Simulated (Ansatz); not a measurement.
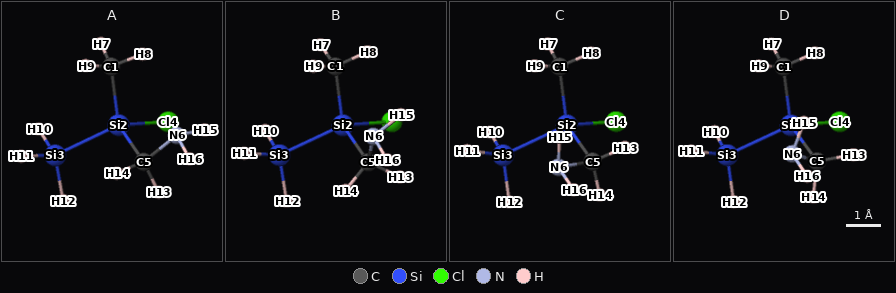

4 geometries from a converged minimum-energy path of C2H10ClNSi2, shuffled. Style: ball-and-stick. Shown at a tilt.

Method: RKS B3LYP/STO-3G in Ansatz. Run with 5 movable images; climbing image; force threshold 0.03 eV/Å; iteration limit 60; starting path by image-dependent pair potential.

Question: Which of them lies highest in energy?

Answer: B. In order along the path, whose images run from 0 to 6: A (image 1, +2.0 kJ/mol), B (image 3, +6.5 kJ/mol), D (image 5, +1.7 kJ/mol), C (image 6, +0.3 kJ/mol). The motion is a rotation about the Si2–C5 bond by about 120°. No bond forms or breaks between the ends.

Limits of the set-up: STO-3G is a minimal basis, so the numbers are rough.
